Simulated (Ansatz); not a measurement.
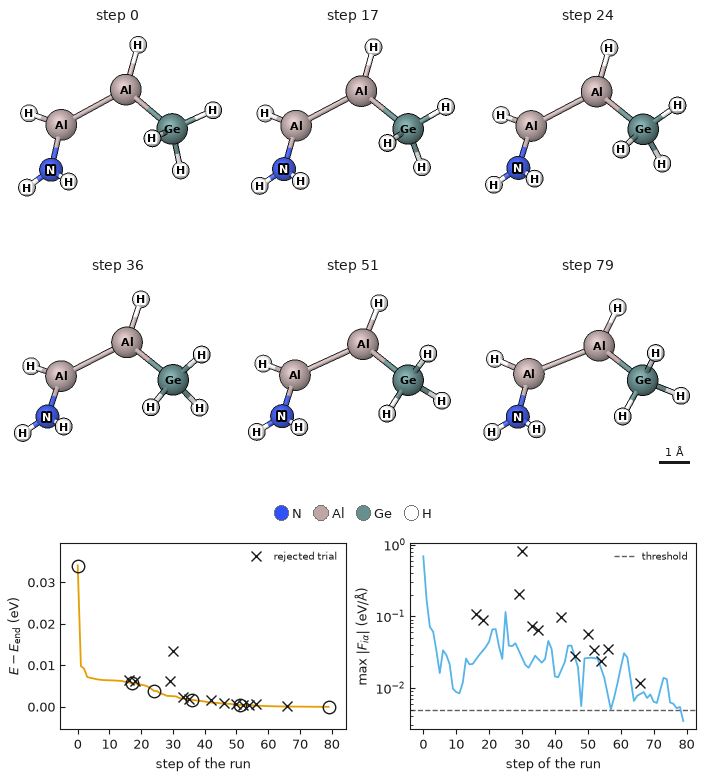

Frames of a relaxation of Al2GeNH7, marked on the history of the run. Style: ball-and-stick. Shown at a tilt.

The start comes from PBE-D4/def2-SVP.

Computed with Ansatz 0.2.0, RKS PBE0-D4/def2-TZVP.

Input file:
```yaml
crystal:
  periodic: [false, false, false]
  atoms:
    - {symbol: N, position_ang: [-0.034208, 2.387423, -0.024773]}
    - {symbol: Al, position_ang: [1.348608, 1.441962, 0.621456]}
    - {symbol: Al, position_ang: [0.933459, -1.115737, 0.688809]}
    - {symbol: Ge, position_ang: [-1.034393, -1.960849, -0.598221]}
    - {symbol: H, position_ang: [-0.917617, 1.988936, -0.355078]}
    - {symbol: H, position_ang: [-0.062864, 3.406978, -0.120046]}
    - {symbol: H, position_ang: [2.622990, 2.317821, 1.056737]}
    - {symbol: H, position_ang: [1.820987, -2.192504, 1.491362]}
    - {symbol: H, position_ang: [-2.358971, -1.414907, 0.026498]}
    - {symbol: H, position_ang: [-1.039042, -1.412978, -2.059754]}
    - {symbol: H, position_ang: [-1.213650, -3.503146, -0.706591]}
basis:
  gaussian: {orbitals: def2-TZVP}
hamiltonian: {xc: pbe0, dispersion: d4}
relax: {f_tol: 0.005, max_steps: 150}
```

Command:
```bash
ansatz run in.yaml --threads 4 --pin off --events-out ev --progress --plain --max-ram 10444MiB
```

Describe the path.

Answer. H10 moves most after the best rigid fit: 1.32 Å. Largest moves by element: H 1.32 Å, Al 0.32 Å, N 0.20 Å, Ge 0.05 Å. Near-neighbour distances that change, for instance: N1–Al2 1.795 → 1.773 Å, Ge4–H9 1.563 → 1.545 Å, Ge4–H10 1.561 → 1.545 Å, N1–H5 1.024 → 1.008 Å. Among the angles between lasting bonds that change: Al3–Ge4–H11 117.5° → 112.7°, Al3–Ge4–H9 110.1° → 113.1°, Al2–Al3–Ge4 116.5° → 118.9°. Groups turn about Al3–Ge4 by about 65°. Over 66 accepted moves (79 points after the start) the energy falls by 0.034 eV. The largest force component goes from 0.69 to 0.0035 eV/Å. The line search rejected the trial steps at points 16, 18, 29, 30, 33, 35, 42, 46 and more of the run. From step 0 to 17: H10 moves most (0.25 Å), energy −0.028 eV. From step 17 to 24: H9 moves most (0.26 Å), energy −0.002 eV. From step 24 to 36: H9 moves most (0.33 Å), energy −0.002 eV. From step 36 to 51: H atoms move most (0.34 Å), energy −0.001 eV. From step 51 to 79: H8 moves most (0.29 Å), energy 0.000 eV.
